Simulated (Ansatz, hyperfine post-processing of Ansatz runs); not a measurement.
# Fermi-contact shifts in MnF2

Wanted: contact shifts and dipolar anisotropies of 19F in paramagnetic MnF2 at 320 K.

Main program and level: Ansatz 0.2.0; DFT, PBEsol+U, plane-wave PAW, default files (PAW set soft_2), collinear spin, scalar-relativistic.

## Step 1: The structure

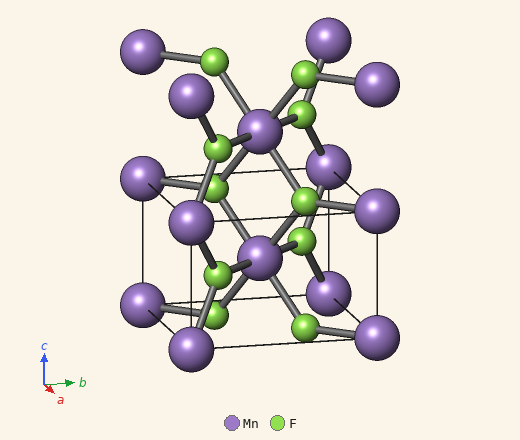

The starting structure, seen slightly off an axis (manganese light purple, fluorine green). 1×1×2 cells are drawn. Some periodic images of atoms are drawn too.

The cell is an entry of the Crystallography Open Database; it need not be the form that is stable at ambient conditions. The atoms were relaxed beforehand at this level of theory at fixed cell, with all moments parallel.

## Step 2: The ferromagnetic state

The hyperfine field is read from the state with all Mn moments parallel, which stands for the saturated paramagnet. A Hubbard U holds the open shell closer to the ion than the plain functional does, which changes how much spin reaches the ligands.

input.yaml

```yaml
crystal:
  lattice:
    - [4.8738, 0.0, 0.0]
    - [0.0, 4.8738, 0.0]
    - [0.0, 0.0, 3.3107]
  atoms:
    - { symbol: Mn, position: [0.5, 0.5, 0.5], spin: 5.0 }
    - { symbol: Mn, position: [0.0, 0.0, 0.0], spin: 5.0 }
    - { symbol: F, position: [0.8053, 0.1947, 0.5] }
    - { symbol: F, position: [0.6947, 0.6947, 0.0] }
    - { symbol: F, position: [0.1947, 0.8053, 0.5] }
    - { symbol: F, position: [0.3053, 0.3053, 0.0] }
magnetization:
  spin_polarized: true
kpoints:
  mp_grid: { grid: [4, 4, 6] }
scf:
  lower_state_search: "off"
  occupations: { method: fermi_dirac, width: 0.02 }
hamiltonian:
  xc: pbesol
  hubbard: [{ species: Mn, l: d, u_eff: 5 }]
output:
  efg: { contact_densities: true, quadrupole_moments_barn: { Mn: 0.33 } }
  forces: false
  write_density: true
  write_potential: true
  elf: true
  volumetric_format: npy
```

Launch:

```console
$ ansatz run input.yaml --threads 4 --pin off --max-ram 8192MiB --backend cpu --events-out ev --progress --plain --runs-dir out
```

Numbers of over 12 decimals in the logs are rounded to 6 here.

The log of the run:

```text
[a pick of lines, long numbers rounded; other set-up, energy and force rows are left out]
Functional definition: PBEsol
Crystal: 6 atoms, lattice volume = 78.642 Å³
Basis set: ecut = 420 eV, 1519 PW (Γ)
Symmetry: 16 space group operations
Magnetic group: BNS 136.495 (UNI 1155), of the structure as read, at distance tolerance 4.3e-5 Å
k-points: 24 of 96
Functional: x = pbesol(κ = 0.804, μ = 0.123457), c = pbesol(β = 0.046)
SCF iter   1: F=—  HF=-10956.922508 eV  |F-HF|=—  |Δ(HF+E_count)|=         —  Δρ=3.81e-1 (↑1.79e-1 ↓3.81e-1)  dr2=2.30e2  dr2_m=9.02e0  M=6.636 μB ∫|m|=6.636 μB  β_m=0.30  ethr=3.10e-3  ⟨swp⟩=6.4  Hψ=7643  notcnv=0
preconditioner: auto → Kerker (q_TF=auto, 2.593 Å⁻¹)  [metal: Δε(μ)=0.006 eV  Ē_g=13.659 eV  σ=0.020 eV  W_gap=0.08  n_scr=22 (ndim 8)  ℏωp=27.1 eV  f_vac=0.063  D(μ)=20.22/eV (n_scr^D=422)]
SCF iter   2: F=—  HF=-10940.620749 eV  |F-HF|=—  |Δ(HF+E_count)|=    1.63e1  Δρ=4.93e-2 (↑4.81e-2 ↓4.93e-2)  dr2=3.41e0  dr2_m=1.78e-1  M=10.000 μB ∫|m|=10.000 μB  β_m=0.30  ethr=3.10e-3  ⟨swp⟩=4.0  Hψ=5207  notcnv=0  defer=183
preconditioner: auto → Resta (q_TF=auto, 2.593 Å⁻¹)  ε∞=3.9  [insulator: Δε(μ)=3.428 eV  Ē_g=15.857 eV  σ=0.020 eV  W_gap=1.00  n_scr=22 (ndim 8)  ℏωp=27.1 eV  f_vac=0.046  D(μ)=0.00/eV (n_scr^D=0)  ε∞_Penn≈3.9]
SCF iter   3: F=—  HF=-10940.054214 eV  |F-HF|=—  |Δ(HF+E_count)|=   5.67e-1  Δρ=2.70e-2 (↑2.70e-2 ↓2.55e-2)  dr2=1.08e0  dr2_m=1.09e-1  M=10.000 μB ∫|m|=10.000 μB  β_m=0.47  ethr=3.10e-3  ⟨swp⟩=2.8  Hψ=3799  notcnv=0  defer=184
SCF iter   4: F=—  HF=-10940.183906 eV  |F-HF|=—  |Δ(HF+E_count)|=   1.30e-1  Δρ=8.49e-3 (↑8.48e-3 ↓8.49e-3)  dr2=1.72e-1  dr2_m=9.69e-3  M=10.000 μB ∫|m|=10.000 μB  β_m=0.63  ethr=1.87e-3  ⟨swp⟩=3.1  Hψ=3829  notcnv=0  defer=170
SCF iter   5: F=—  HF=-10940.290984 eV  |F-HF|=—  |Δ(HF+E_count)|=   1.07e-1  Δρ=3.69e-3 (↑3.69e-3 ↓2.16e-3)  dr2=1.61e-2  dr2_m=1.19e-3  M=10.000 μB ∫|m|=10.000 μB  β_m=0.82  ethr=2.97e-4  ⟨swp⟩=2.6  Hψ=4158  notcnv=0  defer=170
SCF iter   6: F=—  HF=-10940.299719 eV  |F-HF|=—  |Δ(HF+E_count)|=   8.73e-3  Δρ=1.26e-3 (↑1.26e-3 ↓8.14e-4)  dr2=2.10e-3  dr2_m=2.57e-4  M=10.000 μB ∫|m|=10.000 μB  β_m=0.72  ethr=2.78e-5  ⟨swp⟩=2.8  Hψ=3452  notcnv=0  defer=170
SCF iter   7: F=—  HF=-10940.299729 eV  |F-HF|=—  |Δ(HF+E_count)|=   1.03e-5  Δρ=3.52e-4 (↑3.52e-4 ↓2.74e-4)  dr2=3.26e-4  dr2_m=9.37e-6  M=10.000 μB ∫|m|=10.000 μB  β_m=0.86  ethr=3.62e-6  ⟨swp⟩=2.0  Hψ=3272  notcnv=0  defer=170
SCF iter   8: F=—  HF=-10940.300254 eV  |F-HF|=—  |Δ(HF+E_count)|=   5.25e-4  Δρ=7.53e-5 (↑7.44e-5 ↓7.53e-5)  dr2=1.98e-5  dr2_m=1.42e-6  M=10.000 μB ∫|m|=10.000 μB  β_m=0.93  ethr=5.62e-7  ⟨swp⟩=2.0  Hψ=2990  notcnv=0  defer=170
SCF iter   9: F=—  HF=-10940.300280 eV  |F-HF|=—  |Δ(HF+E_count)|=   2.62e-5  Δρ=4.15e-5 (↑4.15e-5 ↓1.81e-5)  dr2=1.13e-6  dr2_m=3.71e-7  M=10.000 μB ∫|m|=10.000 μB  β_m=0.97  ethr=3.41e-8  ⟨swp⟩=2.0  Hψ=2764  notcnv=0  defer=170
SCF iter  10: F=-10940.300281 eV  HF=-10940.300281 eV  |F-HF|=9.63e-8  |Δ(HF+E_count)|=   1.21e-6  Δρ=4.17e-6 (↑4.17e-6 ↓3.92e-6)  dr2=5.19e-8  dr2_m=2.07e-9  M=10.000 μB ∫|m|=10.000 μB  ethr=1.72e-10  ⟨swp⟩=7.7  Hψ=8474  notcnv=0
SCF 1 converged in 10 iterations: F = -10940.300281 eV  dr2 = 5.19e-8
SCF converged after 10 iterations
Magnetization: 10.0000 μB (34.0000 up, 24.0000 down)
Absolute magnetization: 10.0001 μB (∫|ρ↑−ρ↓|, with the PAW one-centre terms)
Per-site moments (μB) at R_I (Å): [(4.237661, 0.868027), (4.237661, 0.868027), (0.061214, 0.868027), (0.061214, 0.868027), (0.061214, 0.868027), (0.061214, 0.868027)]
Free energy (F): -10940.300281 eV
Fermi energy:    6.903065 eV
--- PAW observables at the nuclei: V_zz in 10²¹ V/m², potentials from the cell's mean, atoms counted from 1 ---
  atom   1  Mn V_zz =    +2.439148   η = 0.2153   by run symmetry: allowed   C_q = +19.4628 MHz
            electrostatic potential = -3025.765160 V   contact ρ = 87570.324690 e/Å³   contact ρ_s (e/Å³): all electrons -4.775065, valence +5.364785
  atom   2  Mn V_zz =    +2.439148   η = 0.2153   by run symmetry: allowed   C_q = +19.4628 MHz
            electrostatic potential = -3025.765160 V   contact ρ = 87570.324690 e/Å³   contact ρ_s (e/Å³): all electrons -4.775065, valence +5.364785
  atom   3  F  V_zz =    -6.148668   η = 0.3530   by run symmetry: allowed
            electrostatic potential = -736.656646 V   contact ρ = 3109.141334 e/Å³   contact ρ_s (e/Å³): all electrons +1.113744, valence +1.278558
  atom   4  F  V_zz =    -6.148668   η = 0.3530   by run symmetry: allowed
            electrostatic potential = -736.656646 V   contact ρ = 3109.141334 e/Å³   contact ρ_s (e/Å³): all electrons +1.113744, valence +1.278558
  atom   5  F  V_zz =    -6.148668   η = 0.3530   by run symmetry: allowed
            electrostatic potential = -736.656646 V   contact ρ = 3109.141334 e/Å³   contact ρ_s (e/Å³): all electrons +1.113744, valence +1.278558
  atom   6  F  V_zz =    -6.148668   η = 0.3530   by run symmetry: allowed
            electrostatic potential = -736.656646 V   contact ρ = 3109.141334 e/Å³   contact ρ_s (e/Å³): all electrons +1.113744, valence +1.278558
--- Band table (eV; the first three rows and the last of 48) ---
  k-point 0 ↑: bands = ["-74.1350", "-74.1348", "-43.0573", "-43.0573", "-43.0085", "-43.0085", "-43.0019", "-43.0001", "-17.2080", "-16.7758", "-16.6043", "-16.6043", "-1.4595", "-1.2218", "-0.3292", "-0.3292", "-0.3260", "1.1503", "1.1742", "1.1742", "2.0321", "2.1241", "2.1307", "2.2140", "2.2140", "2.3589", "2.5744", "2.5744", "2.8980", "2.9936", "3.8227", "5.0254", "5.0254", "5.6183", "8.1878", "13.5029", "13.5029", "14.8788", "16.6499", "18.3458", "18.4319"]
  k-point 1 ↑: bands = ["-74.1346", "-74.1343", "-43.0565", "-43.0565", "-43.0083", "-43.0083", "-43.0073", "-43.0056", "-17.1392", "-16.7643", "-16.6284", "-16.6284", "-1.2374", "-1.0875", "-0.3037", "-0.3037", "-0.1422", "0.6675", "1.3185", "1.3408", "1.3408", "1.6913", "1.6913", "2.1162", "2.3346", "2.4275", "2.7935", "3.0095", "3.0095", "3.3705", "3.7242", "4.7164", "4.7164", "5.3930", "8.9578", "14.1645", "14.1645", "14.9874", "16.7866", "17.6222", "18.4351"]
  k-point 2 ↑: bands = ["-74.1341", "-74.1338", "-43.0547", "-43.0547", "-43.0177", "-43.0165", "-43.0077", "-43.0077", "-16.9780", "-16.7617", "-16.6747", "-16.6747", "-0.8053", "-0.7669", "-0.1254", "-0.1254", "0.0708", "0.3689", "0.5133", "1.0049", "1.0049", "1.6237", "1.6237", "1.7805", "2.2893", "2.5139", "2.8145", "3.4151", "3.4151", "3.4587", "3.8567", "4.2178", "4.2178", "4.8046", "10.7384", "14.6358", "15.6148", "15.6148", "16.4826", "17.2316", "17.5960"]
  k-point 23 ↓: bands = ["-69.0413", "-69.0413", "-38.0590", "-38.0590", "-38.0198", "-38.0198", "-38.0006", "-38.0006", "-16.6142", "-16.6142", "-16.4699", "-16.4699", "-0.0782", "-0.0782", "0.6256", "0.6256", "1.4960", "1.4960", "1.7153", "1.7153", "2.5238", "2.5238", "2.5884", "2.5884", "11.5393", "11.5393", "11.5426", "11.5426", "11.7931", "11.7931", "12.0809", "12.0809", "12.3849", "12.3849", "15.5766", "15.5766", "15.6249", "15.6249", "16.5255", "16.5255", "16.8743"]
Occupation matrices written to <dir>
```

Run time: 25 s. Hardware: 4 threads of Arm Neoverse N1, shared host; peak memory 0.5 GiB; 31 s of CPU time.

The cell holds 10.00 μB on 2 Mn, so S = 2.50. The contact field is B = (2μ₀/3) μB ρ_s, 7.769 T for 1 e/Å³, and A_iso = γB/(2πS) sums over all ions. The valence part leaves out the polarisation of the shells that the files keep in the core (H has none; for Li and Na most or all inner electrons count as valence):

| site | atom | atoms in cell | links to Mn | field (T) | valence part (T) | A_iso (MHz) |
| --- | --- | --- | --- | --- | --- | --- |
| F | 3 | 4 | bonded to 3 Mn at 2.10 to 2.13 Å | 8.65 | 9.93 | 139 |

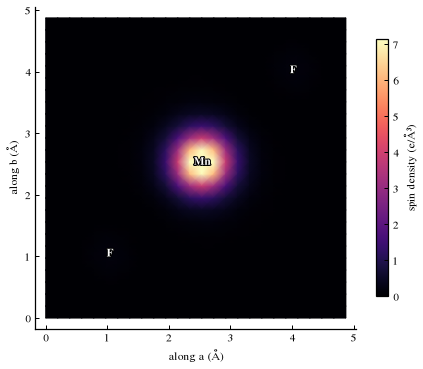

Spin density in the ab plane at fractional z = 0.000, with atoms of Mn and F within 0.2 Å of it. The map starts off the cell's origin, so that atoms lie inside it.

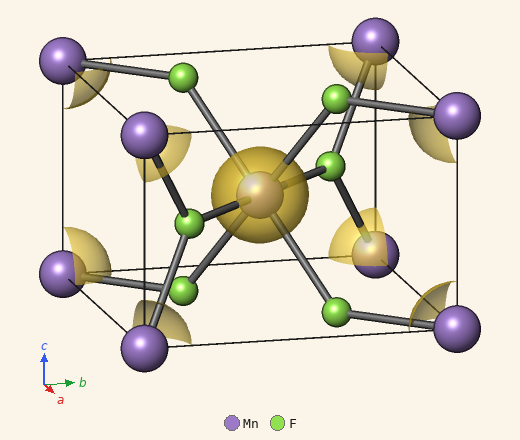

Surface of spin density = 0.63 e/Å³, which holds about 70 % of the integral of its size.

## Step 3: Spin flips

Above the ordering point the moments are not free: their couplings set the Weiss constant, which scales every shift. Reversing one ion measures these couplings, and shows at once how much of each shift that ion sends.

input.yaml, the sections that differ from step 2:

```yaml
crystal:
  lattice:
    - [4.8738, 0.0, 0.0]
    - [0.0, 4.8738, 0.0]
    - [0.0, 0.0, 3.3107]
  atoms:
    - { symbol: Mn, position: [0.5, 0.5, 0.5], spin: -4.2 }
    - { symbol: Mn, position: [0.0, 0.0, 0.0], spin: 4.2 }
    - { symbol: F, position: [0.8053, 0.1947, 0.5] }
    - { symbol: F, position: [0.6947, 0.6947, 0.0] }
    - { symbol: F, position: [0.1947, 0.8053, 0.5] }
    - { symbol: F, position: [0.3053, 0.3053, 0.0] }
output:
  efg: { contact_densities: true, quadrupole_moments_barn: { Mn: 0.33 } }
  forces: false
# magnetization, kpoints, scf, hamiltonian: as in step 2
```

The log of the run:

```text
[a pick of lines, long numbers rounded; other set-up, energy and force rows are left out]
[...]
atom   1  Mn V_zz =    +2.426612   η = 0.2089   by run symmetry: allowed   C_q = +19.3628 MHz
[...]
atom   2  Mn V_zz =    +2.426737   η = 0.2087   by run symmetry: allowed   C_q = +19.3638 MHz
[...]
atom   3  F  V_zz =    -6.193309   η = 0.3562   by run symmetry: allowed
[...]
atom   4  F  V_zz =    -6.193366   η = 0.3562   by run symmetry: allowed
[...]
atom   5  F  V_zz =    -6.193309   η = 0.3562   by run symmetry: allowed
[...]
atom   6  F  V_zz =    -6.193366   η = 0.3562   by run symmetry: allowed
[...]
Occupation matrices written to <dir>
```

Run time: 24 s. Hardware: 4 threads; peak memory 0.51 GiB.

The parallel state has -10940.3003 eV at zero smearing. Each flip reverses one ion with all its periodic images. It gives an energy and, by half the change of the contact field, the share of that set of ions in each shift at 320 K (ppm; atoms of one site can get unlike shares):

| atom reversed | energy (eV) | change (meV) | F |
| --- | --- | --- | --- |
| Mn1 | -10940.3285 | -28.2 | 15100 / 27300 |

In mean-field theory Θ = ΔE (S + 1) / (6 S k_B): Θ = -76 K. Couplings between an ion and its own images are missing, and in this cell images lie no farther than 1.2 times the shortest distance between magnetic ions, so couplings that may matter are lost and this Θ is not relied on. Θ = 0 is used for the shifts.

## Step 4: Cost against result

Spin transfer to the ligands hangs on how far the functional delocalises the open shell, so other levels show how much the fields depend on it.

Contact fields (T) with all moments parallel; times on 4 threads of Arm Neoverse N1, shared host. PBE0 ran on a 3×3×4 mesh, against 4×4×6 for the first row. Each level takes the cutoff that its files ask for.

| level | moment (μB) | time | F |
| --- | --- | --- | --- |
| PBEsol +U Mn 5 eV | 10.00 | 25 s | 8.65 |
| r2SCAN +U Mn 2 eV | 10.00 | 59 s | 10.8 |
| r2SCAN | 10.00 | 57 s | 11.7 |
| PBE0 | 10.00 | 84 s | 9.80 |

## Step 5: Scaling to the paramagnet

The shift is δ = B · g μB (S + 1) / (3 k_B (T − Θ)) with g = 2; at 320 K and Θ = 0 K one tesla gives 4898 ppm. The anisotropy is a sum over point dipoles on the Mn ions, scaled alike; on atoms bound to Mn, spin in their own p shell adds an anisotropy that this leaves out.

| site | nucleus | δ_iso (ppm) | with the calculated Θ | reduced anisotropy (ppm) | asymmetry |
| --- | --- | --- | --- | --- | --- |
| F | 19F | 42400 | 34200 | -6010 | 0.65 |

The reduced anisotropy is δ_zz − δ_iso, with zz the principal value farthest from δ_iso. The Weiss constant adds its own doubt: exchange couplings from semilocal functionals with a U can miss even their sign, and a Θ lower by 100 K would lower every shift by 24 %.

## Step 6: Results

```json
{
 "spin of Mn": "2.50",
 "Weiss constant, mean field (rough, not used)": "-76 K",
 "19F contact shift at 320 K, Θ = 0 K": "42400 ppm"
}
```

What this shows: At 320 K the Mn moments shift 19F on F by 42400 ppm, scaled with a pure Curie law. No measured Weiss constant is at hand, and the one from single flips is too rough to scale with, so the shifts are given for a pure Curie law; each 30 K of Θ would move them by about 9 %. The calculated Θ of -76 K would multiply them by 0.81. Over the levels shown that keep the moment, the field at F runs from 8.65 T (PBEsol +U Mn 5 eV) to 11.7 T (r2SCAN). 2 further runs of this session (trial settings, or flips that did not finish) are not shown. All this holds only well above the ordering temperature and the strongest exchange, neither of which is computed. The orbital (chemical) shift and the pseudocontact shift from g anisotropy are not included. For anions bound to the magnetic ion the point-dipole anisotropy lacks the spin in their own p orbitals, and their lines are broad and relax fast. The dipole sum is for a spherical crystallite; bulk susceptibility, which broadens real lines, is left out.

[Logs are printed without paths, hosts, clocks, repeated set-up lines and the standing remarks that a program may print on its own settings, such as how far it seeks lower states.]

[Hosts, paths, dates, database ids (printed as entryN), source tags and the programs' standing remarks are cut or masked in the printed files.]
